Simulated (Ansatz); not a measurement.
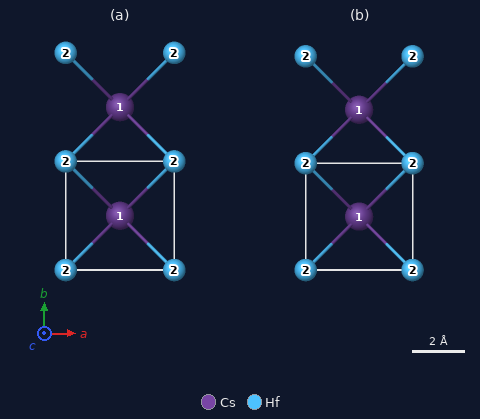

The structure of solid CsHf (a generated structure, set up in Pm-3m) before (left) and after (right) a relaxation, at one scale.

A ball-and-stick model of the cell of the calculation, repeated 1 × 2 × 1 with one cell outlined, seen along the c axis.

Method: Ansatz 0.2.0, DFT PBE, scalar-relativistic, plane waves, PAW.

Input
```yaml
crystal:
  lattice:
    - [4.22709001, 0.0, 0.0]
    - [0.0, 4.22709001, 0.0]
    - [0.0, 0.0, 4.22709001]
  atoms:
    - { symbol: Cs, position: [0.5, 0.5, 0.5] }
    - { symbol: Hf, position: [0.0, 0.0, 0.0] }
basis:
  ecutwfc: 420
kpoints:
  mp_grid: { grid: [14, 14, 14] }
hamiltonian:
  xc: pbe
scf:
  occupations: { method: gaussian, width: 0.1 }
output:
  forces: true
  stress: true
  eigenvalues: true
  write_density: true
  write_potential: true
  elf: true
  volumetric_format: npy
relax:
  adjacent_minimum: "off"
  f_tol: 0.01
  max_steps: 80
  cell: { stress_tol: 0.05 }
```

Command:
```bash
ansatz run input.yaml --threads 1 --pin off --max-ram 2048MiB --backend cpu --events-out ev --progress --plain --runs-dir out
```

**What changed between the two?**

No atom moves by more than 0.005 Å relative to the cell. The drawn cell changes as follows: a = b = c 4.227 → 4.160 Å (−1.6 %); the volume changes by −4.7 %. Some distances before and after: Cs1–Hf2 3.661 → 3.602 Å. The space group stays Pm-3m (No. 221). The energy falls by 3.5 meV per atom in 2 accepted moves (3 points after the start). All forces vanish by symmetry, so only the cell relaxes. Pressure: −0.64 GPa at the start and 0.03 GPa at the end. At 1 point the geometry stayed and the basis and grid were re-selected for the new cell (energy shift of 0.1 meV per atom at most each time).
